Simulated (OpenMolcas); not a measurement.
# SiH2O (oxosilane): a chain of runs

Wanted: a series of 15 runs (HF/cc-pVDZ, CASSCF(12,10)/cc-pVDZ, CASPT2[IPEA 0](12,10)/cc-pVDZ, CASPT2(12,10)/cc-pVDZ, RASPT2(12,10)/cc-pVDZ, MC-PDFT[ftPBE](12,10)/cc-pVDZ, PC-NEVPT2(12,10)/cc-pVDZ) of H2OSi. 

The calculation is run with OpenMolcas 26.06.

1 further run of the same task is left out (it didn't finish).

### 1 The molecule

SiH2O has 4 atoms, charge 0, and is taken as a singlet. SMILES: `O=[SiH2]`. Geometry: relaxed at PBE0-D4/def2-TZVP.

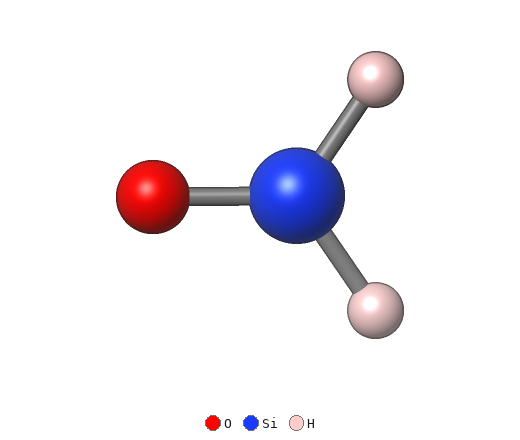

The structure, seen from a chosen angle (oxygen red, silicon blue, hydrogen pink).

### 2 A single-point energy at HF/cc-pVDZ (run 1)

File step1.input:

```
* H2OSi Hartree-Fock
&GATEWAY
Coord
4
angstrom
O       -0.283200       0.413500       1.469500
Si      -0.006700       0.009800       0.034900
H        0.439900      -1.346000      -0.376200
H       -0.150000       0.922700      -1.128300
Basis=cc-pVDZ
Group=NoSym
&SEWARD
&SCF
PrOrbitals=1 1
```

Launch:

```sh
export MOLCAS_MEM=1860
pymolcas step1.input > step1.log
```

The log of the run:

```text
--- Start Module: gateway ---
[...]
--- Stop Module: gateway /rc=_RC_ALL_IS_WELL_ ---
--- Start Module: seward ---
[...]
      Basis functions           42
--- Stop Module: seward /rc=_RC_ALL_IS_WELL_ ---
--- Start Module: scf ---
[...]
       Convergence after  13 Iterations
[...]
::    Total SCF energy                               -364.9259104307
[...]
      Total spin, S                                     0.0000000000
[...]
      Total electronic charge=   24.000000
      Total            charge=   -0.000000
[...]
      Dipole Moment (debye):
      Origin of the operator (angstrom)=   -0.0962    0.1405    0.4994
                   X=  7.5408E-01               Y= -1.1010E+00               Z= -3.9118E+00           Total=  4.1332E+00
      Quadrupole Moment (debye*angstrom):
[...]
--- Stop Module: scf /rc=_RC_ALL_IS_WELL_ ---
[...]
```

Run time: 1.2 s. Hardware: 1 thread of Intel Xeon 6975P-C (Granite Rapids), shared host; peak memory 0.38 GiB.

### 3 The energy at CASSCF(12,10)/cc-pVDZ (run 2)

File step2.input:

```
* H2OSi CASSCF
>>> EXPORT MOLCAS_PRINT=2

&GATEWAY
 Coord
 4
 angstrom
 O       -0.283200       0.413500       1.469500
 Si      -0.006700       0.009800       0.034900
 H        0.439900      -1.346000      -0.376200
 H       -0.150000       0.922700      -1.128300
 Basis=cc-pVDZ
 Group=NoSym

&SEWARD

&RASSCF
 FileOrb=$CurrDir/step1.ScfOrb
 Spin=1
 Nactel=12 0 0
 Inactive=6
 Ras2=10
 OrbListing=Nothing
 OrbAppear=Compact
```

Launch:

```sh
export MOLCAS_MEM=1860
pymolcas step2.input > step2.log
```

The log of the run:

```text
--- Start Module: gateway ---
[...]
--- Stop Module: gateway /rc=_RC_ALL_IS_WELL_ ---
--- Start Module: seward ---
[...]
      Basis functions           42
--- Stop Module: seward /rc=_RC_ALL_IS_WELL_ ---
--- Start Module: rasscf ---
[...]
      Number of active orbitals                 10
[...]
      Spin quantum number                      0.0
[...]
      Active orbitals                           10
[...]
      Number of CSFs                         13860
[...]
      Number of root(s) required                 1
[...]
      Convergence after 22 iterations
[...]
      printout of CI-coefficients larger than  0.05 for root  1
      energy=    -365.072817
      conf/sym  1111111111     Coeff  Weight
             1  2222220000   0.97166 0.94412
            15  2222200002  -0.06625 0.00439
            37  2222udu00d  -0.06946 0.00482
            38  2222uud00d   0.06295 0.00396
            80  222u2d0u0d   0.05830 0.00340
            82  222u2u0d0d  -0.05083 0.00258
[...]
      Natural orbitals and occupation numbers for root  1
      sym 1:   1.987731   1.999532   1.999790   1.971754   1.955072   1.970072   0.045702   0.028886   0.011718   0.029742
      ************************************************************************************************************************
      *                                                    Final results                                                     *
[...]
::    RASSCF root number  1 Total energy:   -365.07281709
[...]
      Total electronic charge=   24.000000
      Total            charge=   -0.000000
[...]
      Dipole Moment (debye):
      Origin of the operator (angstrom)=   -0.0962    0.1405    0.4994
                   X=  6.3340E-01               Y= -9.2480E-01               Z= -3.2857E+00           Total=  3.4716E+00
      Quadrupole Moment (debye*angstrom):
[...]
--- Stop Module: rasscf /rc=_RC_ALL_IS_WELL_ ---
[...]
```

Run time: 6 s. Hardware: 1 thread of Intel Xeon 6975P-C (Granite Rapids), shared host; peak memory 0.38 GiB.

Runs 3 to 14 aren't shown in full; the table further down has their settings and results.

### 4 The energy at PC-NEVPT2(12,10)/cc-pVDZ (pt2 variant PC-NEVPT2) (run 15)

File step15.input:

```
&GATEWAY
  Coord
  4
  angstrom
  O       -0.283200       0.413500       1.469500
  Si      -0.006700       0.009800       0.034900
  H        0.439900      -1.346000      -0.376200
  H       -0.150000       0.922700      -1.128300
  Basis
  cc-pVDZ
  Group
  NoSym

&SEWARD

&RASSCF
  FileOrb
  $CurrDir/step2.RasOrb
  Spin
  1
  Nactel
  12 0 0
  Inactive
  6
  Ras2
  10
  OrbListing
  Nothing
  OrbAppear
  Compact

&CASPT2
  PC-NEVPT2
```

Launch:

```sh
export MOLCAS_MEM=1860
pymolcas step15.input > step15.log
```

The log of the run:

```text
--- Start Module: gateway ---
[...]
--- Stop Module: gateway /rc=_RC_ALL_IS_WELL_ ---
[...]
      Basis functions           42
[...]
--- Start Module: rasscf ---
[...]
      Number of active orbitals                 10
[...]
      Spin quantum number                      0.0
[...]
      Active orbitals                           10
[...]
      Number of CSFs                         13860
[...]
      Number of root(s) required                 1
[...]
      Convergence after  5 iterations
[...]
      printout of CI-coefficients larger than  0.05 for root  1
      energy=    -365.072817
      conf/sym  1111111111     Coeff  Weight
             1  2222220000   0.97166 0.94412
            15  2222200002  -0.06625 0.00439
            37  2222udu00d  -0.06946 0.00482
            38  2222uud00d   0.06296 0.00396
            80  222u2d0u0d   0.05830 0.00340
            82  222u2u0d0d  -0.05083 0.00258
[...]
      Natural orbitals and occupation numbers for root  1
      sym 1:   1.987731   1.999532   1.999790   1.971753   1.955074   1.970071   0.045700   0.028887   0.011718   0.029744
      ************************************************************************************************************************
      *                                                    Final results                                                     *
[...]
::    RASSCF root number  1 Total energy:   -365.07281709
[...]
      Total electronic charge=   24.000000
      Total            charge=   -0.000000
[...]
      Dipole Moment (debye):
      Origin of the operator (angstrom)=   -0.0962    0.1405    0.4994
                   X=  6.3340E-01               Y= -9.2480E-01               Z= -3.2857E+00           Total=  3.4716E+00
      Quadrupole Moment (debye*angstrom):
[...]
--- Stop Module: rasscf /rc=_RC_ALL_IS_WELL_ ---
[...]
--- Start Module: caspt2 ---
[...]
      E2 (Variational):          -0.1247796656
[...]
      E2 (Variational):          -0.1226544940
      Total energy:            -365.1954715872
[...]
      Reference weight:           0.97235
[...]
::    PC-NEVPT2 Root  1     Total energy:   -365.19759676
[...]
--- Stop Module: caspt2 /rc=_RC_ALL_IS_WELL_ ---
[...]
```

Run time: 10 s. Hardware: 1 thread of Intel Xeon 6975P-C (Granite Rapids), shared host; peak memory 0.37 GiB.

### 5 Overview of the runs

```csv
run,level,starting guess,task,partner,energy (Eh),dipole moment (D) of the reference,wall time
1,HF/cc-pVDZ,–,energy,base,-364.925910,4.13,1.2 s
2,"CASSCF(12,10)/cc-pVDZ",orbitals of step 1,energy,base,-365.072817,3.47,6 s
3,"CASPT2[IPEA 0](12,10)/cc-pVDZ (ipea shift 0 Eh, pt2 variant SS, real shift 0.2 Eh)",orbitals of step 2,scan,base,not converged,–,48 s
4,"CASPT2(12,10)/cc-pVDZ (ipea shift 0.25 Eh, pt2 variant SS, real shift 0.2 Eh)",orbitals of step 2,energy,rattled,-365.168418,3.06,14 s
5,"CASSCF(12,10)/cc-pVDZ (root 1)",orbitals of step 2,gradient,base,-365.072817,3.47,2.6 s
6,"CASSCF(12,10)/cc-pVDZ",orbitals of step 2,energy,base,-365.072817,3.47,2.1 s
7,"CASPT2[IPEA 0](12,10)/cc-pVDZ (ipea shift 0 Eh, pt2 variant SS)",orbitals of step 2,energy,base,-365.215065,3.47,7.5 s
8,"CASSCF(12,10)/cc-pVDZ",orbitals of step 2,optimise,base,-365.074187,3.54,22 s
9,"RASPT2(12,10)/cc-pVDZ (ipea shift 0.25 Eh, pt2 variant SS)",orbitals of step 2,energy,base,-365.185153,3.57,14 s
10,"CASPT2(12,10)/cc-pVDZ (ipea shift 0.25 Eh, pt2 variant SS, weight exponent 1, weight type 3)",orbitals of step 2,energy,base,-365.214354,3.47,7.5 s
11,"MC-PDFT[ftPBE](12,10)/cc-pVDZ",orbitals of step 2,energy,base,-365.698711,3.47,2.6 s
12,"CASPT2[IPEA 0](12,10)/cc-pVDZ (ipea shift 0 Eh, pt2 variant SS, real shift 0.2 Eh)",orbitals of step 2,scan,base,not converged,–,48 s
13,"CASPT2[IPEA 0](12,10)/cc-pVDZ (casscf thresholds set, ipea shift 0 Eh, pt2 variant SS, sigma1 shift 0.2)",orbitals of step 2,energy,base,-365.215070,3.47,7.8 s
14,"CASPT2(12,10)/cc-pVDZ (ipea shift 0.25 Eh, pt2 variant SS, sigma2 shift 0.3)",orbitals of step 2,energy,base,-365.214358,3.47,7.8 s
15,"PC-NEVPT2(12,10)/cc-pVDZ (pt2 variant PC-NEVPT2)",orbitals of step 2,energy,base,-365.197597,3.47,10 s
```

### 6 What came out

| quantity | value |
| --- | --- |
| run 15, PC-NEVPT2(12,10)/cc-pVDZ: total energy | -365.19760 Eh |
| run 15, PC-NEVPT2(12,10)/cc-pVDZ: dipole moment (CASSCF density) | 3.47 D |

What this shows: Below the HF energy at the same shape and in the same basis (cc-pVDZ): CASSCF(12,10) -146.9 mEh; CASPT2[IPEA 0](12,10) -289.2 mEh; RASPT2(12,10) -259.2 mEh; CASPT2(12,10) -288.4 mEh; PC-NEVPT2(12,10) -271.7 mEh. Active-space methods hold only the correlation inside their space unless a perturbation or CI step follows. Over runs 1, 2, 5, 6 the dipole moment (its size) runs from 3.47 D (CASSCF(12,10)/cc-pVDZ) to 4.13 D (HF/cc-pVDZ). All runs together took 3.4 min, the longest 48 s. 2 of the 15 runs did not end normally.
